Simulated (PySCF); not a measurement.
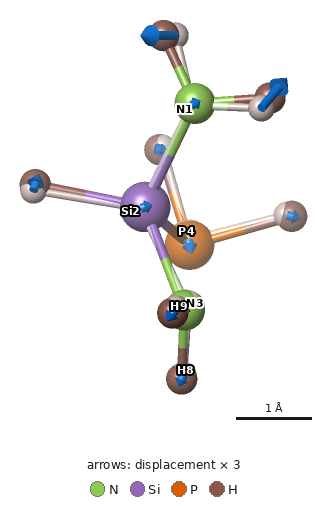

A relaxation of SiPN2H7. The starting structure is drawn faded, the final one solid; blue arrows show the displacements, 3 times their true length. The two geometries are superimposed by the best rigid fit.

Style: ball-and-stick. Shown from a free direction.

The start comes from GFN2-xTB. Its atoms were then displaced at random by about 0.01 Å.

Computed with PBE0-D3(BJ)/def2-SVP geometry optimisation, gas phase in PySCF 2.14.0, density-fitted response routines. 

> Atoms of which element are displaced furthest, and by how much?

Hydrogen: up to 0.26 Å, against 0.07 Å for phosphorus.

> Describe the change and its energy.

An H atom moves most after the best rigid fit: 0.26 Å. Largest moves by element: H 0.26 Å, P 0.07 Å, Si 0.05 Å, N 0.05 Å. Some distances before and after: H–P 1.357 → 1.428 Å, H–Si 1.462 → 1.501 Å, H–N 0.982 → 1.014 Å, P–Si 2.289 → 2.277 Å. Bond angles that change, for instance: Si–N–H 117.0° → 120.0°, N–Si–N 103.7° → 106.6°, N–Si–P 118.1° → 120.6°. Over 6 geometry steps the energy falls by 0.195 eV. The run took 24 s on 1 thread of Arm Neoverse V1, with other jobs on the host.
